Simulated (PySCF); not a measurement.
**C4H8FNSi2: electronic excitations**

Wanted: the electronic excitations of C4H8FNSi2 (`C[Si@H]([SiH3])/C(C#N)=C\F`), by calculation.

The runs use PySCF 2.14.0, with density-fitted response routines of our own; the level of theory stands in each step. All values are computed, except where a source is named. Atoms count from 0, in the outputs and in this text.

### Step 1. The starting structure

16 atoms, charge 0, multiplicity 1; geometry from: GFN2-xTB.

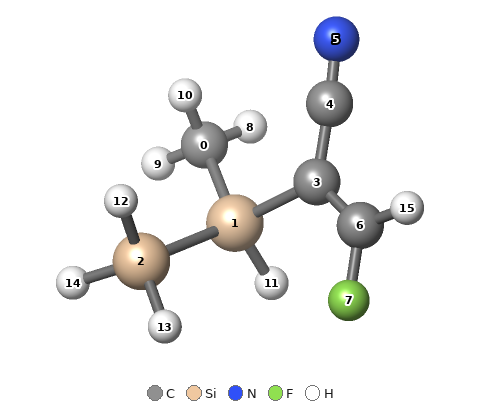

As it starts; carbon grey, silicon light orange, nitrogen blue, fluorine green, hydrogen white, atoms numbered; sticks join atoms by distance.

### Step 2. Ultraviolet spectrum: CAM-B3LYP/def2-SVPD

Job settings and geometry (Å):

```
{"job": {"kind": "uv", "xc": "CAM-B3LYP", "basis": "def2-SVPD", "nstates": 8, "ntriplets": 3}, "charge": 0, "multiplicity": 1}
C      0.916563     0.736393     1.785378
Si     0.425517    -0.483544     0.412866
Si     1.715485    -0.316292    -1.511816
C     -1.384951    -0.045049    -0.048927
C     -1.925999     1.166957     0.398003
N     -2.299360     2.176798     0.796293
C     -2.119932    -0.849085    -0.808686
F     -1.620801    -2.009786    -1.260736
H      0.264311     0.659004     2.651602
H      1.933212     0.552995     2.120622
H      0.864747     1.764240     1.434947
H      0.304058    -1.827612     1.006901
H      1.527866     0.975341    -2.182049
H      1.393227    -1.359490    -2.484945
H      3.137298    -0.440489    -1.182683
H     -3.138842    -0.691437    -1.138181
```

Method: TDDFT CAM-B3LYP/def2-SVPD, vertical, gas phase, core orbitals frozen in the response.

On the command line:

```console
$ OMP_NUM_THREADS=1 python probes_run.py task.json out
```

This one command runs all jobs of the session in turn.

What will the session give for the following? lowest singlet (CAM-B3LYP/def2-SVPD); lowest triplet. Wanted: lowest singlet; lowest triplet.

As calculated:

| quantity | value |
| --- | --- |
| lowest singlet (CAM-B3LYP/def2-SVPD) | 5.98 eV (207 nm), f = 0.120 |
| lowest triplet | 3.63 eV |

The lowest singlet, at 5.98 eV, is HOMO→LUMO 0.64, HOMO−2→LUMO 0.19 and is bright. The lowest triplet lies 2.35 eV below the lowest singlet (triplets in Tamm-Dancoff, singlets in full TDDFT).
